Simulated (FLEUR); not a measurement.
# free Fe(110) film, 3 layers: parallel and opposed starts

Aim: find out whether free Fe(110) film, 3 layers carries moments, and which collinear order costs least.

Main program and level: FLEUR MaX-R8.1; PBEsol; all-electron FLAPW film, Dirac cores, scalar-relativistic bands.

## (1) Starting point

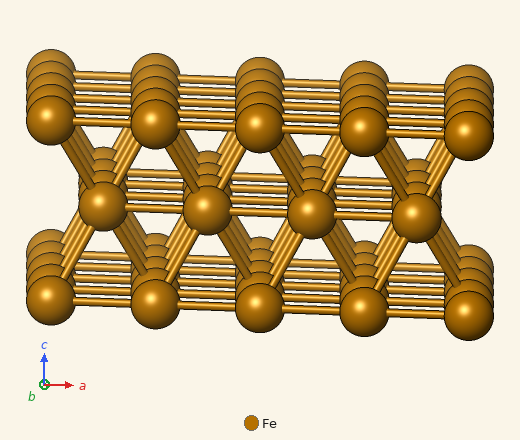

The cell as given, nearly edge on (iron orange). 4×4×1 cells are drawn. Some periodic images of atoms are drawn too.

The cell holds 3 atoms: 3 Fe. Its edges and angles: a = 2.482 Å, b = 2.482 Å, c = 18.053 Å, α = 90.0°, β = 90.0°, γ = 109.5°. Layers at typed spacings, unrelaxed. Vacuum lies along c.

## (2) Run 1 (ferro +++)

The parallel start comes first: it shows whether parallel moments hold.

inpgen writes inp.xml from crystal.txt; cutoffs, mixing, functional, smearing and local orbitals are then set in the file. The k list default-1 (kpts.xml, not shown) is a Γ-centred 12×12×1 mesh; where the ranks do not divide the number of points, some are split in two of half the weight.

The input, inp.xml:

```
<?xml version="1.0" encoding="UTF-8" standalone="no"?>
<fleurInput fleurInputVersion="0.39">
   <comment>
      Fe
   </comment>
   <calculationSetup>
      <cutoffs Kmax="3.68" Gmax="11.0" GmaxXC="11.0" numbands="0"/>
      <scfLoop itmax="120" minDistance="0.00002" maxIterBroyd="15" imix="Anderson" alpha="0.03" precondParam="0.0" spinf="2.0" sdNocoIR="T"/>
      <coreElectrons ctail="T" frcor="F" kcrel="1" coretail_lmax="0"/>
      <xcFunctional name="PBEs" relativisticCorrections="F"/>
      <magnetism jspins="2"/>
      <soc l_soc="F" theta="0.0" phi="0.0" spav="F"/>
      <expertModes spex="0" secvar="F"/>
      <geometryOptimization l_f="F" forcealpha="1.0" forcemix="BFGS" epsdisp="0.00001" epsforce="0.00001"/>
      <ldaU l_linMix="F" mixParam="0.05" spinf="1.0"/>
   </calculationSetup>
   <cell>
      <bzIntegration valenceElectrons="48.0" mode="hist" fermiSmearingEnergy="0.00183747">
         <kPointListSelection listName="default-1"/>
         <xi:include xmlns:xi="http://www.w3.org/2001/XInclude" href="kpts.xml"> </xi:include>
      </bzIntegration>
      <xi:include xmlns:xi="http://www.w3.org/2001/XInclude" href="sym.xml"> </xi:include>
      <filmLattice scale="1.0" dVac="12.92" dTilda="15.42">
         <bravaisMatrixFilm>
            <row-1>    2.7079775365518000    -3.8296584928783730</row-1>
            <row-2>    2.7079775365518000     3.8296584928783730</row-2>
         </bravaisMatrixFilm>
         <vacuumEnergyParameters vacuum="1" spinUp="-.25" spinDown="-.25"/>
      </filmLattice>
   </cell>
   <atomSpecies>
      <species name="Iron (Fe) 2.800" element="Fe" atomicNumber="26">
         <mtSphere radius="2.23" gridPoints="737" logIncrement="0.016"/>
         <atomicCutoffs lmax="8" lnonsphr="6"/>
         <electronConfig flipSpins="F">
            <coreConfig>(1s1/2) (2s1/2) (2p1/2) (2p3/2)</coreConfig>
            <valenceConfig>(3s1/2) (3p1/2) (3p3/2) (4s1/2) (3d3/2) (3d5/2)</valenceConfig>
            <stateOccupation state="(3d3/2)" spinUp="1.4" spinDown="1.0"/>
            <stateOccupation state="(3d5/2)" spinUp="3.0" spinDown="0.6"/>
         </electronConfig>
         <energyParameters s="4" p="4" d="3" f="4"/>
         <lo type="SCLO" l="0" n="3" eDeriv="0"/>
         <lo type="SCLO" l="1" n="3" eDeriv="0"/>
      </species>
   </atomSpecies>
   <atomGroups>
      <atomGroup species="Iron (Fe) 2.800">
         <filmPos label="                   1">.0000000000 .0000000000 -3.8297153215</filmPos>
         <filmPos label="                   3">.0000000000 .0000000000 3.8297153215</filmPos>
         <force calculate="T" relaxXYZ="TTT"/>
      </atomGroup>
      <atomGroup species="Iron (Fe) 2.800">
         <filmPos label="                   2">1.000/2.000 1.000/2.000 .0000000000</filmPos>
         <force calculate="T" relaxXYZ="TTT"/>
      </atomGroup>
   </atomGroups>
   <output dos="F" band="F" slice="F">
      <bandDOS minEnergy="-.5*Htr" maxEnergy="0.5*Htr" sigma="0.015" storeEVData="T"/>
      <plotting iplot="0" polar="F">
         <plot TwoD="T" vec1="  1.0  0.0  0.0" vec2="  0.0  1.0  0.0" vec3="  0.0  0.0  1.0" zero="  0.0  0.0 -0.5" file="plot"/>
      </plotting>
      <moessbauerParams electricFieldGradient="F" isomerShift="T" coreHyperfine="T" valenceHyperfine="T"/>
   </output>
</fleurInput>
```

The input, crystal.txt:

```
Fe
&input film=T cartesian=F /
1.43300000000  -2.02656800000  0.00000000000
1.43300000000  2.02656800000  0.00000000000
0.00000000000  0.00000000000  1.00000000000
1.8897261246
1.0 1.0 1.0

3
26 0.00000000000  0.00000000000  -3.82971532153 : 2.800
26 0.50000000000  0.50000000000  0.00000000000 : 2.800
26 0.00000000000  0.00000000000  3.82971532153 : 2.800

&kpt div1=12 div2=12 div3=1 gamma=T /
```

The run is started by

```bash
$ OMP_NUM_THREADS=1 inpgen -f crystal.txt > inpgen.log  # inp.xml is then edited as shown
$ OMP_NUM_THREADS=1 mpirun -n 4 fleur_MPI > fleur.log
```

Log:

```text
Welcome to FLEUR        (www.flapw.de)
      MaX-Release 8.1          (www.max-centre.eu)

 ========== k-point set info ==========
 Selected k-point list: default-1
 k-point list type: mesh
 0 x 0 x 0
 Number of k points: 44

 ------------Calculation Setup---------------------------
 Number of MPI-tasks      :            4
 Number of PE/node        :            4
 Number of OMP-threads    :            1
 k-points in parallel     :            4
 pe's per k-point         :            1
 No of k-point loops      :           11
 Eigenvalue solver        :       lapack
 Number of basis functions:          303
 Approximate size of matrices (H+S) per k-point:         0.001 GB
 --------------------------------------------------------
 [... lines of the core solver left out ...]
 Iteration:     1   Distance:      25.23364827 me/bohr^3
 [... lines of the core solver left out ...]
 Iteration:     2   Distance:      11.05707700 me/bohr^3
 [... lines of the core solver left out ...]
 Iteration:     3   Distance:      11.99612853 me/bohr^3
 [... lines of the core solver left out ...]
 Iteration:     4   Distance:       9.97668402 me/bohr^3
 [... lines of the core solver left out ...]
 Iteration:     5   Distance:       6.66083002 me/bohr^3
 [... lines of the core solver left out ...]
 Iteration:     6   Distance:       5.72632192 me/bohr^3
 [... lines of the core solver left out ...]
 Iteration:     7   Distance:       3.91074963 me/bohr^3
 [... lines of the core solver left out ...]
[... rest left out ...]

--- out.xml (last complete iteration) ---
<iteration numberForCurrentRun="   32" overallNumber="   32">
         <energyParameters units="Htr">
            <atomicEP atomType="1" spin="1" branch="4s" branchLowest="-3.40" branchHighest="1.52" value="-0.3247678518"/>
            <atomicEP atomType="1" spin="1" branch="4p" branchLowest="-2.14" branchHighest="2.11" value="-0.1920097130"/>
            <atomicEP atomType="1" spin="1" branch="3d" branchLowest="-9.99" branchHighest="-0.12" value="-0.2619597965"/>
            <atomicEP atomType="1" spin="1" branch="4f" branchLowest="-9.99" branchHighest="3.13" value="0.1209593052"/>
            <loAtomicEP atomType="1" spin="1" branch="3s" branchLowest="-30.02" branchHighest="-3.40" value="-3.4079703990"/>
            <loAtomicEP atomType="1" spin="1" branch="3p" branchLowest="-25.57" branchHighest="-2.14" value="-2.1657048298"/>
            <atomicEP atomType="2" spin="1" branch="4s" branchLowest="-3.39" branchHighest="1.52" value="-0.3359935056"/>
            <atomicEP atomType="2" spin="1" branch="4p" branchLowest="-2.14" branchHighest="2.11" value="-0.2046893165"/>
            <atomicEP atomType="2" spin="1" branch="3d" branchLowest="-9.99" branchHighest="-0.11" value="-0.2616410670"/>
            <atomicEP atomType="2" spin="1" branch="4f" branchLowest="-9.99" branchHighest="3.14" value="0.1073669499"/>
            <loAtomicEP atomType="2" spin="1" branch="3s" branchLowest="-30.02" branchHighest="-3.39" value="-3.4052536194"/>
            <loAtomicEP atomType="2" spin="1" branch="3p" branchLowest="-25.57" branchHighest="-2.14" value="-2.1628018271"/>
            <vacuumEP vacuum="1" spin="1" vzIR="-0.2900107298" vzInf="0.0000000000" value="-0.2500000000"/>
            <atomicEP atomType="1" spin="2" branch="4s" branchLowest="-3.29" branchHighest="1.60" value="-0.3083621108"/>
            <atomicEP atomType="1" spin="2" branch="4p" branchLowest="-2.03" branchHighest="2.19" value="-0.1800833569"/>
            <atomicEP atomType="1" spin="2" branch="3d" branchLowest="-9.99" branchHighest="-0.01" value="-0.1801321246"/>
            <atomicEP atomType="1" spin="2" branch="4f" branchLowest="-9.99" branchHighest="3.21" value="0.1295107788"/>
            <loAtomicEP atomType="1" spin="2" branch="3s" branchLowest="-29.97" branchHighest="-3.29" value="-3.2970783823"/>
            <loAtomicEP atomType="1" spin="2" branch="3p" branchLowest="-25.53" branchHighest="-2.03" value="-2.0573876007"/>
            <atomicEP atomType="2" spin="2" branch="4s" branchLowest="-3.29" branchHighest="1.60" value="-0.3330091694"/>
            <atomicEP atomType="2" spin="2" branch="4p" branchLowest="-2.03" branchHighest="2.19" value="-0.2066127710"/>
            <atomicEP atomType="2" spin="2" branch="3d" branchLowest="-9.99" branchHighest="-0.01" value="-0.1897318017"/>
            <atomicEP atomType="2" spin="2" branch="4f" branchLowest="-9.99" branchHighest="3.21" value="0.1017539868"/>
            <loAtomicEP atomType="2" spin="2" branch="3s" branchLowest="-29.97" branchHighest="-3.29" value="-3.2994389191"/>
            <loAtomicEP atomType="2" spin="2" branch="3p" branchLowest="-25.53" branchHighest="-2.03" value="-2.0596425546"/>
            <vacuumEP vacuum="1" spin="2" vzIR="-0.2822700693" vzInf="0.0000000000" value="-0.2500000000"/>
         </energyParameters>
         <bandgap value="0.0174758728" units="eV"/>
         <sumValenceSingleParticleEnergies value="-64.2582455678" units="Htr"/>
         <FermiEnergy value="-0.1789930618" units="Htr"/>
         <valenceDensity>
            <mtCharges spin="1">
               <mtCharge atomType="1" total="8.6294080" s="1.1741147" p="3.1114268" d="4.3328088" f="0.0084470"/>
               <mtCharge atomType="2" total="8.5943665" s="1.1689099" p="3.1401149" d="4.2702295" f="0.0116106"/>
            </mtCharges>
            <mtCharges spin="2">
               <mtCharge atomType="1" total="5.9692979" s="1.1733413" p="3.1220686" d="1.6665383" f="0.0059335"/>
               <mtCharge atomType="2" total="6.1102291" s="1.1778398" p="3.1731038" d="1.7491757" f="0.0082763"/>
            </mtCharges>
            <spinDependentCharge spin="1" total="27.8891353" interstitial="1.9091981" mtSpheres="25.8531826" vacuum1="0.0633773"/>
            <spinDependentCharge spin="2" total="20.1108649" interstitial="1.9489243" mtSpheres="18.0488248" vacuum1="0.0565579"/>
            <totalCharge value="48.0000002215"/>
         </valenceDensity>
         <allElectronCharges>
            <spinDependentCharge spin="1" total="42.8891515" interstitial="1.9091981" mtSpheres="40.8531988" vacuum1="0.0633773"/>
            <spinDependentCharge spin="2" total="35.1108487" interstitial="1.9489243" mtSpheres="33.0488087" vacuum1="0.0565579"/>
            <totalCharge value="78.0000002225"/>
         </allElectronCharges>
         <magneticMomentsInMTSpheres units="muBohr">
            <globalMagMoment atomType="1" vec="0.00000   0.00000   2.66012"/>
            <localMagMoment atomType="1" vec="0.00000   0.00000   2.66012"/>
            <globalMagMoment atomType="2" vec="0.00000   0.00000   2.48415"/>
            <localMagMoment atomType="2" vec="0.00000   0.00000   2.48415"/>
         </magneticMomentsInMTSpheres>
         <moessbauerParams unitsHFF="kG" unitsIS="e/bohr^3" unitsEFG="Htr/bohr^2">
            <coreHyperfineField atomType="1" hffTotal="-666.32847" isTotal="14928.08944">
               <shell n="1" l="0" hff="-11.97660" isomerShift="13641.37513"/>
               <shell n="2" l="0" hff="-656.20228" isomerShift="1279.70971"/>
               <shell n="2" l="1" hff="1.85041" isomerShift="7.00459"/>
            </coreHyperfineField>
            <coreHyperfineField atomType="2" hffTotal="-640.31859" isTotal="14928.00314">
               <shell n="1" l="0" hff="-10.55140" isomerShift="13641.32260"/>
               <shell n="2" l="0" hff="-631.55671" isomerShift="1279.67644"/>
               <shell n="2" l="1" hff="1.78951" isomerShift="7.00410"/>
            </coreHyperfineField>
            <isomerShift atomType="1" nucleusRadius="0.0000903" averageDensity="15120.22564"/>
            <isomerShift atomType="2" nucleusRadius="0.0000903" averageDensity="15120.14675"/>
         </moessbauerParams>
         <totalEnergy value="    -3814.8409336208" units="Htr">
            <sumOfEigenvalues value="    -2245.0100559406">
               <coreElectrons value="-2180.7518103728"/>
               <valenceElectrons value="-64.2582455678"/>
            </sumOfEigenvalues>
            <densityCoulombPotentialIntegral value="-5896.3572245148"/>
            <densityEffectivePotentialIntegral value="-6111.4128663725"/>
            <chargeDenXCDenIntegral value="-164.1972860036"/>
            <FockExchangeEnergyValence value="0.0000000000"/>
            <FockExchangeEnergyCore value="0.0000000000"/>
            <atomTypeDependentContributions atomType="1">
               <electronNucleiInteractionDifferentMTs value="3035.1194156634"/>
               <MadelungTerm value="-10.7771888508"/>
            </atomTypeDependentContributions>
            <atomTypeDependentContributions atomType="2">
               <electronNucleiInteractionDifferentMTs value="1518.1930948844"/>
               <MadelungTerm value="-4.7781463932"/>
            </atomTypeDependentContributions>
            <tkbTimesEntropy value="0.0008721413"/>
            <freeEnergy value="-3814.8418057621"/>
            <extrapolationTo0K value="-3814.8413696915"/>
         </totalEnergy>
         <densityConvergence units="me/bohr^3">
            <chargeDensity spin="1" distance="0.0000037370"/>
            <chargeDensity spin="2" distance="0.0000159648"/>
            <overallChargeDensity distance="0.0000145307"/>
            <spinDensity distance="0.0000180705"/>
         </densityConvergence>
      </iteration>
```

Elapsed: 43 s, on 4 MPI ranks of Intel Xeon Platinum 8375C at 2.90GHz (Ice Lake), shared host; peak memory 0.32 GiB; 2.8 min of CPU time.

Spin moment in the muffin-tin sphere by atom:

```
atom  spin moment in the muffin-tin sphere (μB)
 Fe1                                       2.66
 Fe2                                       2.48
 Fe3                                       2.66
```

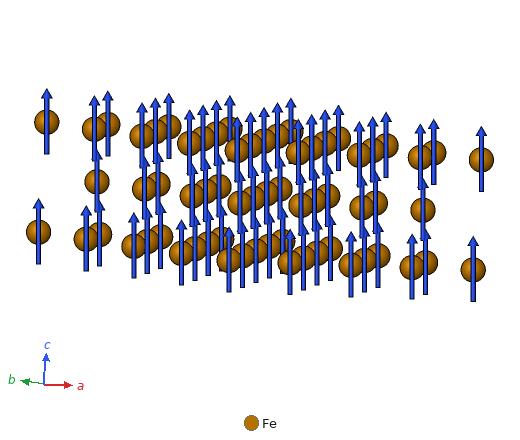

Spin moment in the muffin-tin sphere as arrows, the longest 2.66 μB. Up and down stand for the sign. Arrows give size and sign along the axis of quantisation, drawn up and down the page. 4×4×1 cells are drawn. Some periodic images of atoms are drawn too.

Numbers from this step:

```
free energy                                                       : -103807.1338 eV
program's band gap on this mesh (in a metal only a level spacing) : 0.01748 eV
net moment                                                        : 7.778 μB
final state                                                       : ferromagnetic
```

After 32 cycles the largest moment stands at 2.66 μB.

(Part 1 of 3 ends here.)

[Logs and program files are shortened in this print: banners, set-up blocks, solver, clock and traceback lines can be left out without a mark of their own.]

[Logs are printed without paths, hosts, clocks, repeated set-up lines and the standing remarks that a program may print on its own settings, such as how far it seeks lower states.]

[Hosts, paths, dates, database ids (printed as entryN), source tags and the programs' standing remarks are cut or masked in the printed files.]

[Where a cell is said to come from a database of computed structures, the database is the Materials Project.]
